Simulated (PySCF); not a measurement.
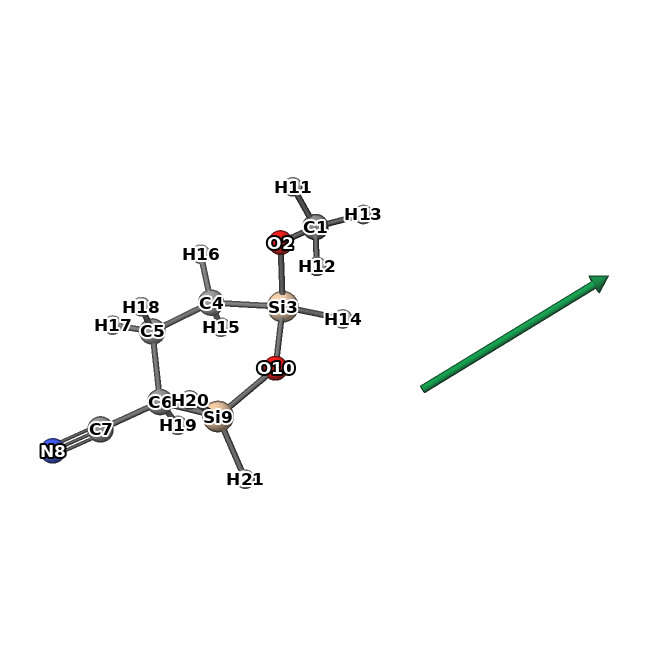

The arrow beside the molecule shows the direction of the dipole moment, from the negative to the positive end (its length means nothing). Computed geometry: GFN2-xTB optimisation. No frequency run is at hand to confirm it as a minimum. Method: PBE0/pcSseg-1, gas phase (PySCF 2.14.0).

Question: How large is the dipole moment?

Answer: 4.30 D; it points from the side of N8 to the side of H13 (the outermost atoms at the two ends).

The geometry is semi-empirical. Around Si such bond lengths and angles can be off by a tenth of an ångström or more and by several degrees, and values that hang on the shape move with them.
